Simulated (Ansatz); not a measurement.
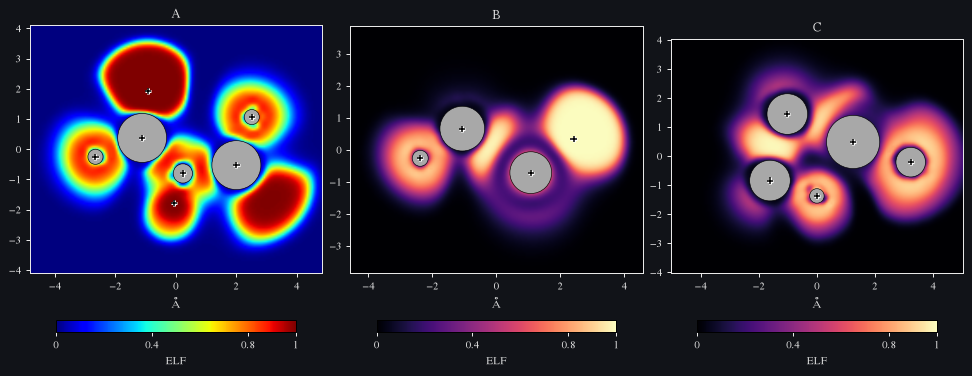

The electron localisation function of 3 systems, each on a plane through atoms (crosses mark nuclei in the plane; grey discs cover the cores).

Method: isolated molecule in a Gaussian basis; Kohn-Sham density functional theory, functional PBE0 (Ansatz).

System 1: ClFGaH4Si2 (charge +1), the plane of atoms F2, Si5 and Si4. Geometry: B3LYP/6-31G*.

```yaml
atoms:
  - { symbol: Cl, position_ang: [-3.3915, -1.7880, 1.4244] }
  - { symbol: F, position_ang: [-1.5332, -0.3171, -1.0578] }
  - { symbol: Ga, position_ang: [-1.3989, -1.5556, 0.8007] }
  - { symbol: Si, position_ang: [0.9781, -1.3692, 0.1937] }
  - { symbol: Si, position_ang: [0.0672, -0.1105, -1.5910] }
  - { symbol: H, position_ang: [1.4758, -2.7364, -0.0707] }
  - { symbol: H, position_ang: [1.6621, -0.6612, 1.2972] }
  - { symbol: H, position_ang: [0.3566, 1.3343, -1.5454] }
  - { symbol: H, position_ang: [0.1685, -0.7471, -2.9167] }
```

System 2: F3H3SiSn (SMILES F[Si](F)(F)[SnH3]), the plane of atoms F1, Si4 and Sn5. Geometry: PBE0-D3(BJ)/def2-SVP; core potentials replace the inner electrons of Sn.

```xyz
8

F    -1.2467    3.1716   -1.3410
F    -0.5947    2.6769    1.1082
F    -2.9850    3.4752    0.5445
Si   -1.7845    2.5330    0.0345
Sn   -2.5233    0.1151   -0.2578
H    -3.0872   -0.4720    1.2428
H    -3.7735    0.0595   -1.4190
H    -1.1875   -0.8072   -0.7863
```

System 3: Al2F2H2N (SMILES [F][Al][NH][AlH][F]) (doublet), the molecular plane. Geometry: PBE0-D3(BJ)/def2-SVP.

```xyz
7

Al   -1.6372    0.6571   -0.4545
Al    1.2767   -0.2309    0.6641
F    -2.2540    0.7614    1.0948
F     2.8070   -0.6497    0.1521
N     0.0818    0.1713   -0.6017
H     0.4297    0.1154   -1.5597
H     0.9619   -0.2093    2.2019
```

**Match each panel to its system.**

Panel A is system 3, Al2F2H2N: the plane holds Al, F, N and H. Al–F (1.67 Å): the ELF peaks at about 0.85 in the valence shell of F, 0.6 Å from its nucleus, and is about 0.30 at the midpoint. Panel B is system 2, F3H3SiSn: the plane holds F, Si, Sn and H. Si–F (1.61 Å): the ELF peaks at about 0.85 in the valence shell of F, 0.6 Å from its nucleus, and is about 0.50 at the midpoint. Panel C is system 1, ClFGaH4Si2: the plane holds Cl, F, Ga and Si. Si–F (1.70 Å): the ELF peaks at about 0.85 in the valence shell of F, 0.6 Å from its nucleus, and is about 0.50 at the midpoint.
